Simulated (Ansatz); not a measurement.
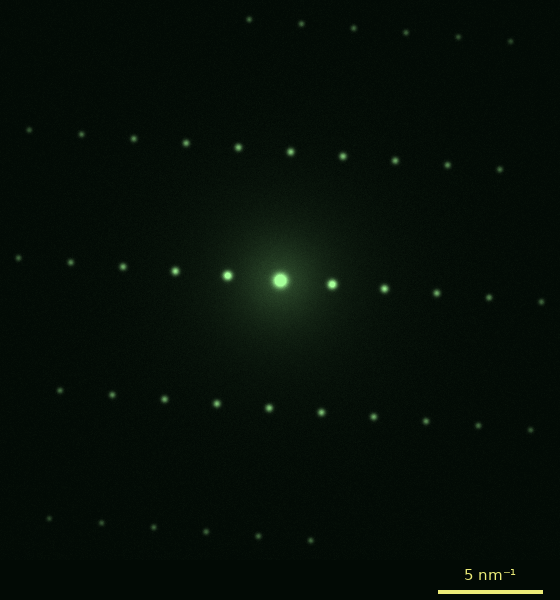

Computed electron diffraction pattern, 200 kV, single scattering only, B = 1 Å².

Phase: Rb, space group Im-3m (No. 229), a = 5.590 Å. Structure: the input geometry of an electronic-structure calculation (not necessarily at equilibrium).

```
atom  site  symmetry       x       y       z
  Rb    2a      m-3m  0.0000  0.0000  0.0000
```

Question: Determine the zone axis from the geometry of the pattern.

Answer: The spots form a rectangular net whose two shortest vectors correspond to d = 3.95 Å and 1.61 Å, 90.0° apart. They index as 0 -1 1 and -2 2 2, so the zone axis is ±[211] (or an equivalent direction of <211>).

Question: Which reflections of this zone are missing, and why?

Answer: The lattice centring (I) removes all reflections that break h + k + l = 2n.
